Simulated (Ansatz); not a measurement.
Base system: ZnO in the wurtzite structure (space group P6_3mc, No. 186; a = 3.230 Å, c = 5.214 Å). Axes: x lies along a and z along c of the hexagonal cell.

Now apply this change: uniaxial strain ε_xx = −1.20 %, all other strain components held at zero; the atoms relax in the strained cell.

All numbers come from plane-wave PAW DFT at the PBEsol level (Ansatz, a first-principles code, 420 eV), scalar-relativistic without spin-orbit coupling.

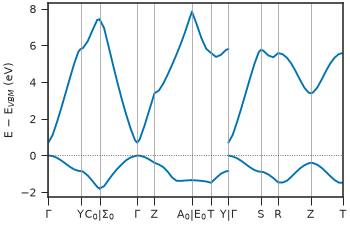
*Highest valence and lowest conduction band along the path of the changed cell's own zone*

The gap is 0.70 eV, direct at Γ; the base has 0.70 eV.

Stability against distortions was not tested. Labels are those of the standard path for the cell's own space group.
